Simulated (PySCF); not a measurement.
System: CH₅F₂NSi (SMILES N[SiH2]C(F)F).

```
atom    x (Å)    y (Å)    z (Å)
   N  -1.4779  -0.5343   0.3628
  Si  -0.3815   0.7233  -0.0336
   C   1.3113  -0.2089  -0.0424
   F   1.3069  -1.2135  -0.9700
   F   2.3272   0.6245  -0.4035
   H  -2.4567  -0.3288   0.4784
   H  -1.3614  -1.4469  -0.0515
   H  -0.4997   1.3757  -1.3402
   H  -0.3624   1.6820   1.0660
   H   1.6031  -0.6685   0.9114
```

Geometry: GFN2-xTB, NEB image 0 of 0 to 8.

Level of theory: PBE0/pcSseg-1, SCF density, gas phase, non-relativistic (PySCF).

Question: Predict the electron density and electron localisation function between the atoms.

Answer: C–F (1.36 Å): the density is about 2.2 e/Å³ at the midpoint, with its minimum of 1.7 e/Å³ about 0.5 Å from C; the ELF peaks at about 0.85 between the atoms (a polar covalent bond).
Si–N (1.71 Å): ρ is about 1.1 e/Å³ halfway; the ELF peaks at about 0.90 between the atoms, as expected for a polar covalent bond.
C–Si (1.93 Å): the density is about 0.95 e/Å³ at the midpoint; the ELF peaks at about 1 between the atoms (a covalent bond).
N–H (1.01 Å): ρ is about 2.8 e/Å³ halfway; the ELF climbs to about 1 towards the hydrogen, as it does in any bond to H; a covalent bond by its length.

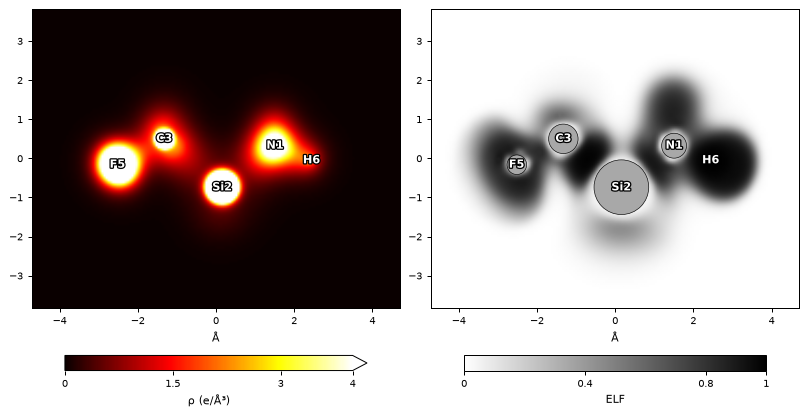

Computed electron density and electron localisation function on the plane of atoms N1, Si2 and C3, in this order. Grey discs cover the atomic cores in the ELF map. 
